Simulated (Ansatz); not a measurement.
# C₄H₉F₂In (SMILES CC(C)[CH2][In]([F])[F]): what the fields show

```yaml
atoms:
  - { symbol: C, position_ang: [-1.5577, -0.1193, 0.4487] }
  - { symbol: C, position_ang: [-0.2627, -0.8528, 0.1373] }
  - { symbol: C, position_ang: [0.7371, -0.7020, 1.2730] }
  - { symbol: C, position_ang: [0.3265, -0.4140, -1.1953] }
  - { symbol: In, position_ang: [0.8470, 1.6632, -1.2060] }
  - { symbol: F, position_ang: [0.6275, 2.8843, 0.3018] }
  - { symbol: F, position_ang: [1.6055, 2.7226, -2.6507] }
  - { symbol: H, position_ang: [-1.3683, 0.9484, 0.6158] }
  - { symbol: H, position_ang: [-2.2812, -0.2173, -0.3649] }
  - { symbol: H, position_ang: [-2.0218, -0.5079, 1.3579] }
  - { symbol: H, position_ang: [-0.4966, -1.9221, 0.0333] }
  - { symbol: H, position_ang: [0.9623, 0.3560, 1.4551] }
  - { symbol: H, position_ang: [0.3379, -1.1089, 2.2048] }
  - { symbol: H, position_ang: [1.6744, -1.2207, 1.0557] }
  - { symbol: H, position_ang: [1.2425, -0.9560, -1.4429] }
  - { symbol: H, position_ang: [-0.3724, -0.5533, -2.0237] }
```

Geometry: PBE0-D4/def2-TZVP; core potentials replace the inner electrons of In.

Method: RKS PBE0-D4/def2-TZVPP (Ansatz 0.2.0).

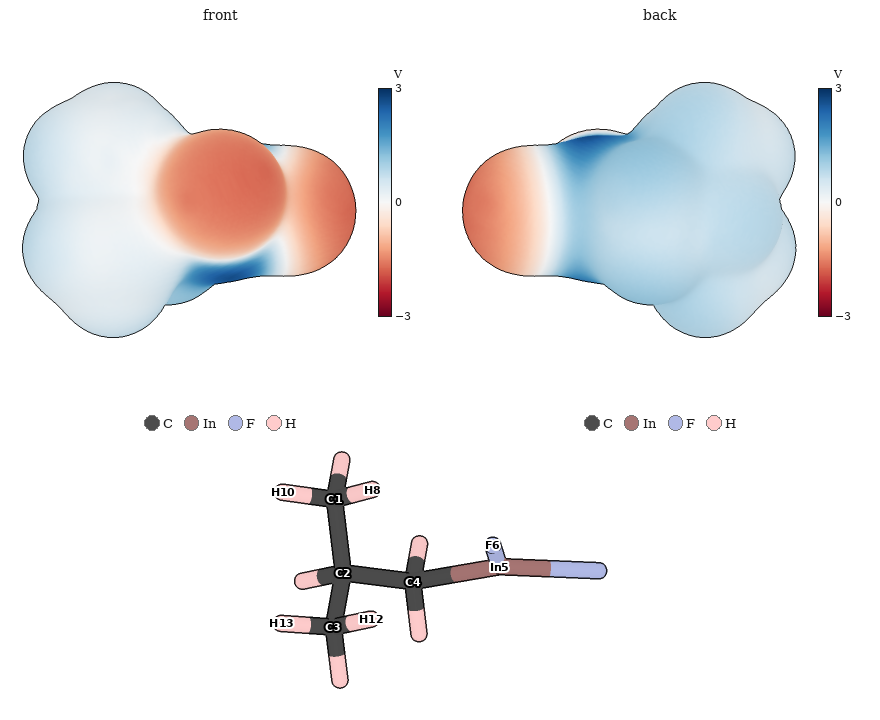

Figure 1. The electrostatic potential painted on the density surface at 0.001 e/bohr³, seen from the front and from behind; the colour scale runs from red (negative) to blue (positive). The bare structure is drawn below in the same view.

### Which sites attract a positive test charge, and which a negative one?

A positive charge is drawn to the negative regions and a negative charge to the positive ones. The most negative region (about −1.7 V) lies over F6 and F7, the most positive (about +2.6 V) over In5.

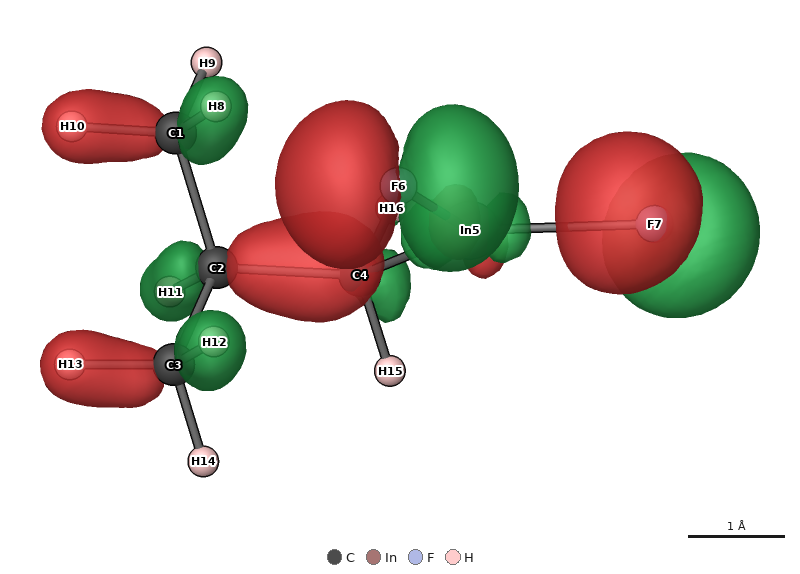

Figure 2. The HOMO−1 at ±0.1 Å⁻³ᐟ² (green and red are the two phases), seen at a tilt.

### Where does this orbital lie, and at what energy?

It lies mainly on F6 (about 40 %) and F7 (about 40 %); largely a combination of lone pairs on F6 and F7. Its energy is −9.84 eV.

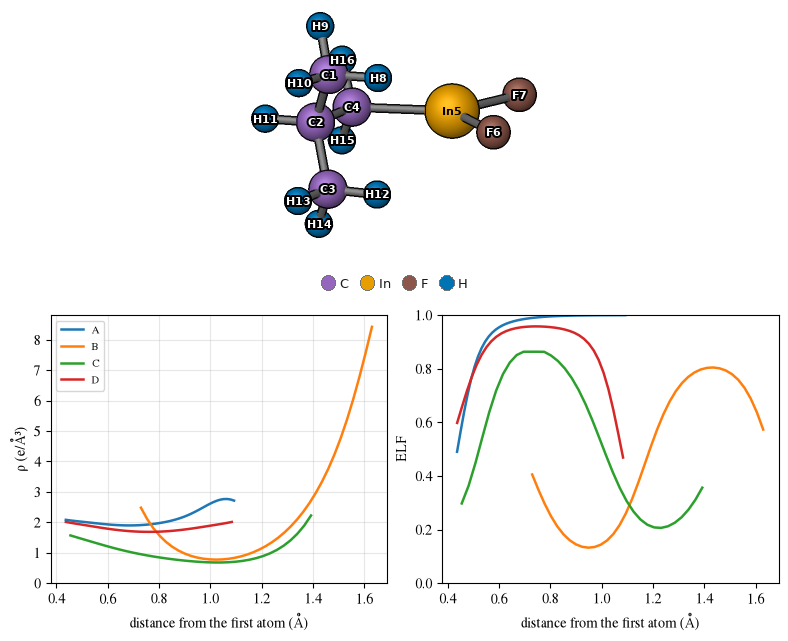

Figure 3. Electron density and electron localisation function along straight lines between neighbouring atoms. The curves leave out the atomic cores. The structure is drawn too.

### Which curve belongs to which contact (C–C, C–H, C–In and In–F)? The first atom named is at distance zero.

Curve A: C–H (1.09 Å): the density is about 2 e/Å³ at the midpoint; the ELF climbs to about 1 towards the hydrogen, as it does in any bond to H; an ordinary covalent bond to hydrogen. Curve B: In–F (1.95 Å): the density is about 0.8 e/Å³ at the midpoint; the ELF peaks at about 0.80 in the valence shell of F, 0.5 Å from its nucleus, and drops to about 0.15 between the two atoms. Curve C: C–In (2.14 Å): ρ is about 0.69 e/Å³ halfway; the ELF peaks at about 0.85 in the valence shell of C, 0.7 Å from its nucleus, and drops to about 0.20 between the two atoms. Curve D: C–C (1.52 Å): the density is about 1.7 e/Å³ at the midpoint; the ELF peaks at about 0.95 between the atoms: a covalent bond.

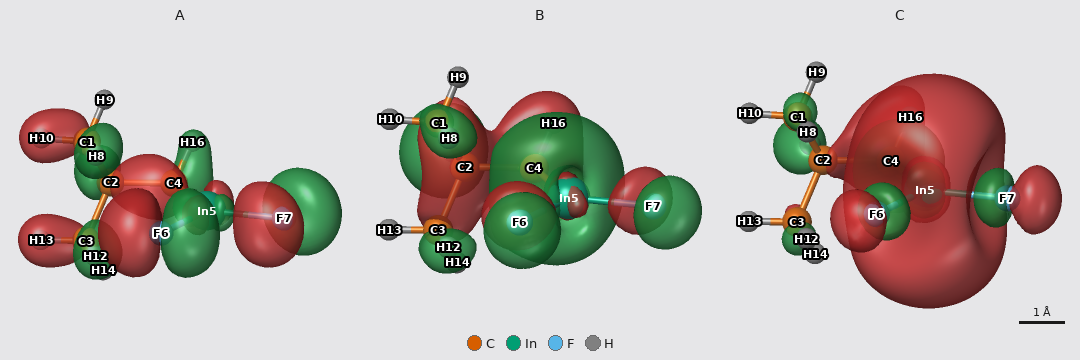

Figure 4. Three frontier orbitals at ±0.06 Å⁻³ᐟ² (green and red are the two phases), in no order.

### Order the three orbitals by energy and name them.

A is the HOMO−1 (−9.84 eV). Its weight (Hirshfeld) is mainly on F6 (about 40 %) and F7 (about 40 %); largely a combination of lone pairs on F6 and F7. B is the HOMO (−8.51 eV). By Hirshfeld shares it lies mainly on C4 (about 25 %), In5 (about 20 %), F6 (about 15 %), C2 (about 10 %), F7 (about 10 %) and H11 (about 5 %). C is the LUMO (−1.49 eV). It lies mainly on In5 (about 55 %), C4 (about 15 %), F7 (about 10 %) and F6 (about 10 %).

### What is the HOMO–LUMO gap?

7.02 eV between the orbital energies.
